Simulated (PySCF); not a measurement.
# BCl2F (SMILES FB(Cl)Cl): M06-2X/STO-6G

Aim: the vertical singlet–triplet gap of BCl2F at M06-2X/STO-6G, from 2 runs. Input form: a Python script.

Program for the calculation: PySCF 2.14.0.

4 further runs of the same task are left out: 4 set aside as unsound or not needed.

## Step 1: Starting point

BCl2F has 4 atoms, charge 0, and is taken as a singlet. As SMILES, `FB(Cl)Cl`. The shape is that of a GFN2-xTB optimisation.

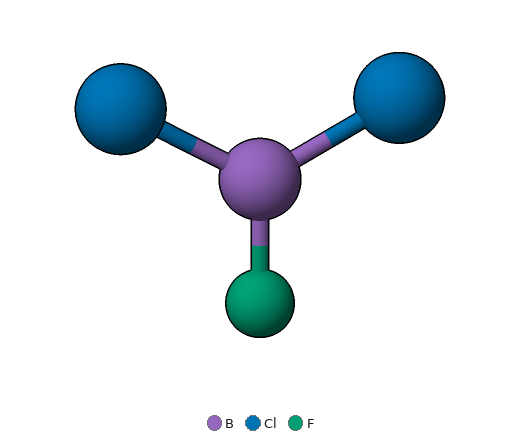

Viewed from a chosen angle; boron purple, chlorine blue, fluorine teal.

## Step 2: The energy at M06-2X/STO-6G

Contents of geometry.xyz:

```xyz
4
BCl2F
B     -0.037880    -0.063210    -0.000480
Cl     1.671570    -0.146640     0.013750
Cl    -0.914230     1.407130    -0.016990
F     -0.719460    -1.197280     0.003720
```

Contents of calc.py:

```python
from pyscf import gto, dft

mol = gto.M(
    atom='geometry.xyz',
    max_memory=1860,
    basis='sto-6g',
    verbose=4,
)

calc0 = dft.RKS(mol, xc='m06-2x')
calc0.conv_tol = 1e-10
calc0.grids.level = 5
calc0.kernel()
if not calc0.converged:
    calc0 = calc0.newton().run(calc0.mo_coeff, calc0.mo_occ)

energy = calc0.e_tot
print('Final energy', energy)
```

Command:

```
$ OMP_NUM_THREADS=1 python calc.py
```

Log:

```text
PySCF version 2.14.0

[INPUT] num. atoms = 4
[INPUT] num. electrons = 48
[INPUT] charge = 0
[INPUT] spin (= nelec alpha-beta = 2S) = 0
[INPUT] symmetry False subgroup None
[INPUT] Mole.unit = angstrom
[INPUT] Symbol           X                Y                Z      unit          X                Y                Z       unit  Magmom
[INPUT]  1 B     -0.037880000000  -0.063210000000  -0.000480000000 AA   -0.071582825599  -0.119449588334  -0.000907068540 Bohr   0.0
[INPUT]  2 Cl     1.671570000000  -0.146640000000   0.013750000000 AA    3.158809498039  -0.277109438906   0.025983734213 Bohr   0.0
[INPUT]  3 Cl    -0.914230000000   1.407130000000  -0.016990000000 AA   -1.727644314861   2.659090321659  -0.032106446856 Bohr   0.0
[INPUT]  4 F     -0.719460000000  -1.197280000000   0.003720000000 AA   -1.359582357580  -2.262531294419   0.007029781183 Bohr   0.0

nuclear repulsion = 183.247378429857
number of shells = 16
number of NR pGTOs = 168
number of NR cGTOs = 28
basis = sto-6g
ecp = {}

******** <class 'pyscf.dft.rks.RKS'> ********
method = RKS
initial guess = minao
damping factor = 0
level_shift factor = 0
DIIS = <class 'pyscf.scf.diis.CDIIS'>
diis_start_cycle = 1
diis_space = 8
diis_damp = 0
SCF conv_tol = 1e-10
SCF conv_tol_grad = None
SCF max_cycles = 50
direct_scf = True
direct_scf_tol = 1e-13
XC library pyscf.dft.libxc version 7.0.0
    S. Lehtola, C. Steigemann, M. J.T. Oliveira, and M. A.L. Marques.,  SoftwareX 7, 1–5 (2018)
XC functionals = m06-2x
    Y. Zhao and D. G. Truhlar.,  Theor. Chem. Acc. 120, 215 (2008)
    Y. Zhao and D. G. Truhlar.,  Theor. Chem. Acc. 120, 215 (2008)
radial grids:
    Treutler-Ahlrichs [JCP 102, 346 (1995); DOI:10.1063/1.469408] (M4) radial grids

becke partition: Becke, JCP 88, 2547 (1988); DOI:10.1063/1.454033
pruning grids: <function nwchem_prune>
grids dens level: 5
symmetrized grids: False
atomic radii adjust function: <function treutler_atomic_radii_adjust>
small_rho_cutoff = 0
Set gradient conv threshold to 1e-05
Initial guess from minao.
tot grids = 173136
init E= -1041.48715310982
  HOMO = -0.451164960358835  LUMO = 0.0307395169170332  gap/eV = 13.11329
cycle= 1 E= -1041.2809094258  delta_E= 0.206  |g|= 0.557  |ddm|= 2.62
  HOMO = -0.324402542022759  LUMO = -0.00287653653195319  gap/eV = 8.74917
cycle= 2 E= -1041.31012577215  delta_E= -0.0292  |g|= 0.577  |ddm|= 1.57
  HOMO = -0.33679216037082  LUMO = 0.0678275669179281  gap/eV = 11.01026
cycle= 3 E= -1041.40583615199  delta_E= -0.0957  |g|= 0.0424  |ddm|= 0.717
  HOMO = -0.343672301301017  LUMO = 0.0812898037545883  gap/eV = 11.56381
cycle= 4 E= -1041.40657490362  delta_E= -0.000739  |g|= 0.00837  |ddm|= 0.092
  HOMO = -0.342757361809845  LUMO = 0.0801660567634881  gap/eV = 11.50833
cycle= 5 E= -1041.40660699147  delta_E= -3.21e-05  |g|= 0.000962  |ddm|= 0.0174
  HOMO = -0.342835707489553  LUMO = 0.0802258443589927  gap/eV = 11.51209
cycle= 6 E= -1041.40660759194  delta_E= -6e-07  |g|= 9.15e-05  |ddm|= 0.00272
  HOMO = -0.34283646298186  LUMO = 0.080227193573329  gap/eV = 11.51215
cycle= 7 E= -1041.40660759806  delta_E= -6.12e-09  |g|= 1.65e-05  |ddm|= 0.000259
  HOMO = -0.342835681570453  LUMO = 0.0802275399162055  gap/eV = 11.51214
cycle= 8 E= -1041.4066075982  delta_E= -1.38e-10  |g|= 1.83e-06  |ddm|= 3.95e-05
  HOMO = -0.34283545805328  LUMO = 0.08022745694394  gap/eV = 11.51213
cycle= 9 E= -1041.4066075982  delta_E= -1.36e-12  |g|= 1.26e-07  |ddm|= 5.1e-06
  HOMO = -0.342835459510884  LUMO = 0.080227447321165  gap/eV = 11.51213
Extra cycle  E= -1041.4066075982  delta_E= -4.55e-13  |g|= 5.69e-08  |ddm|= 3.83e-07
converged SCF energy = -1041.4066075982
Final energy -1041.4066075981993
```

It took 6.6 s on 1 thread of Intel Xeon Platinum 8488C (Sapphire Rapids), shared host; peak memory 0.24 GiB.

## Step 3: The triplet at the same level

Contents of job.py:

```python
from pyscf import gto, dft

mol = gto.M(
    atom=[
    ('B', (-0.037880, -0.063210, -0.000480)),
    ('Cl', (1.671570, -0.146640, 0.013750)),
    ('Cl', (-0.914230, 1.407130, -0.016990)),
    ('F', (-0.719460, -1.197280, 0.003720)),
],
    basis='sto-6g',
    spin=2,
    max_memory=1860,
    verbose=3,
)

ks = dft.UKS(mol)
ks.xc = 'm06-2x'
ks.conv_tol = 1e-10
ks.grids.level = 5
ks.kernel()
if not ks.converged:
    ks = ks.newton().run(ks.mo_coeff, ks.mo_occ)

etot = ks.e_tot
print('E(%s) = %.9f' % ('M06-2X', etot))
```

Command:

```
$ OMP_NUM_THREADS=1 python job.py
```

Log:

```text
WARN: HOMO 0.0307395169170414 >= LUMO -0.451164960358837

WARN: HOMO -0.0282594947248037 >= LUMO -0.180146150123712

WARN: HOMO -0.0780594389620963 >= LUMO -0.230336747305549

WARN: HOMO -0.0538259386622509 >= LUMO -0.209012633725551

WARN: HOMO -0.0623884586318725 >= LUMO -0.200195159867346

WARN: HOMO -0.0696487177806279 >= LUMO -0.199353073839058

WARN: HOMO -0.0749400991306126 >= LUMO -0.200350495524078

WARN: HOMO -0.0757044146262167 >= LUMO -0.201894705457674

WARN: HOMO -0.0758120759905839 >= LUMO -0.201652249477875

WARN: HOMO -0.0757882598986837 >= LUMO -0.201652062284709

WARN: HOMO -0.0757485582841418 >= LUMO -0.20169653998427

WARN: HOMO -0.075760084199314 >= LUMO -0.20168690682632

WARN: HOMO -0.0757586009501596 >= LUMO -0.201690236253807

WARN: HOMO -0.0757584809184488 >= LUMO -0.201690640745544

WARN: HOMO -0.0757587230231094 >= LUMO -0.201690584339148

converged SCF energy = -1041.12236639549  <S^2> = 2.0042157  2S+1 = 3.0028091
E(M06-2X) = -1041.122366395
```

Wall time 16 s (1 thread of Intel Xeon Platinum 8488C (Sapphire Rapids), shared host); peak memory 0.25 GiB.

## Step 4: Outcome

At M06-2X/STO-6G:

```
                                        quantity           value
                           singlet: total energy  -1041.40661 Eh
                          singlet: dipole moment          1.19 D
                            singlet: HOMO energy        -9.33 eV
                            singlet: LUMO energy         2.18 eV
                          singlet: HOMO–LUMO gap        11.51 eV
                           triplet: total energy  -1041.12237 Eh
                          triplet: dipole moment          1.27 D
     triplet: HOMO energy (highest over α and β)        -2.06 eV
                                   triplet: ⟨S²⟩           2.004
vertical energy of the triplet above the singlet        7.735 eV
```

At this shape the triplet lies 7.73 eV (746 kJ/mol) above the singlet. In a minimal basis such a difference can be off by several eV, whatever the method. Mulliken charges (singlet) run from -0.16 on Cl3 to +0.41 on B1.
